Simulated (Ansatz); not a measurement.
**Fields on a plane of Mo3Si (A15, Cr3Si type)**

```
Mo3Si
1.0
    4.88448     0.00000     0.00000
    0.00000     4.88448     0.00000
    0.00000     0.00000     4.88448
Si Mo
2 6
Direct
  0.50000   0.50000   0.50000
  0.00000   0.00000   0.00000
  0.00000   0.50000   0.25000
  0.00000   0.50000   0.75000
  0.25000   0.00000   0.50000
  0.75000   0.00000   0.50000
  0.50000   0.25000   0.00000
  0.50000   0.75000   0.00000
```

The slice is a {100} plane (indices of the conventional cell) through the point (0.500, 0.250, 0.000) (fractional), spanned by u = [100] and v = [010] in vectors of this cell: u (4.88 Å) and v (4.88 Å, at 90° to u). It covers one period; positions are fractions (u, v).

Atoms on it: Si at (0.50, 0.75); Mo at (0.00, 0.00); Mo at (0.00, 0.50).

All values below come from r2SCAN (plane waves to 500 eV, PAW, scalar-relativistic; Ansatz, an electronic-structure program). k mesh 10×10×10. Near the nuclei the fields are pseudised (PAW); where an atom keeps semicore shells as valence, they peak there. Mo3Si is run without spin polarisation. Mo3Si was relaxed with its symmetry unable to fall.

```
v \ u  0.00  0.09  0.19  0.28  0.38  0.47  0.56  0.66  0.75  0.84  0.94
-----  ----  ----  ----  ----  ----  ----  ----  ----  ----  ----  ----
0.88    0.6   0.3  -0.4  -0.5  -0.4  -0.5  -0.4  -0.4  -0.5  -0.2   0.5
0.75   -0.2  -0.3  -0.5  -0.4  -0.5  -1.2  -0.9  -0.4  -0.5  -0.5  -0.3
0.62    0.6   0.3  -0.4  -0.5  -0.4  -0.5  -0.4  -0.4  -0.5  -0.2   0.5
0.50    0.8   0.7   0.0  -0.5  -0.5  -0.5  -0.5  -0.6  -0.5   0.3   0.8
0.38    0.6   0.3  -0.3  -0.6  -0.5  -0.4  -0.4  -0.5  -0.5  -0.2   0.5
0.25   -0.2  -0.3  -0.5  -0.5  -0.4  -0.2  -0.3  -0.5  -0.5  -0.5  -0.3
0.12    0.6   0.3  -0.3  -0.6  -0.5  -0.4  -0.4  -0.5  -0.5  -0.2   0.5
0.00    0.8   0.7   0.0  -0.5  -0.5  -0.5  -0.5  -0.6  -0.5   0.3   0.8
```

Values: log₁₀ of the valence density in e/Å³. The scale is logarithmic, as a density can span decades between atoms and voids.

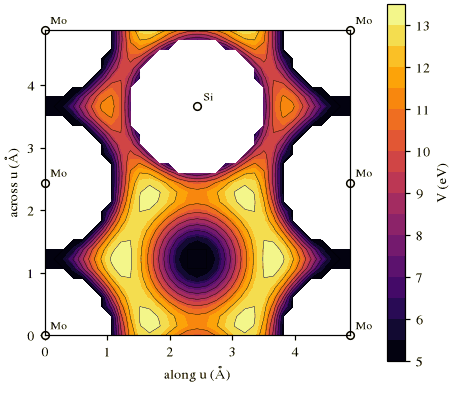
Fig. 1. Electrostatic potential energy of an electron, from the cell's mean, in eV, one period of the plane, atoms marked. Points within 1 Å of a nucleus are left white, as the pseudised field means little there. Values under 5 eV are set to 5. The zero, the cell's mean, hangs on the PAW cores.

| Item | Result |
|---|---|
| Density on the Mo–Mo line (2.44 Å) at its midpoint | 0.64 e/Å³ |
| ELF at that point | 0.31 |
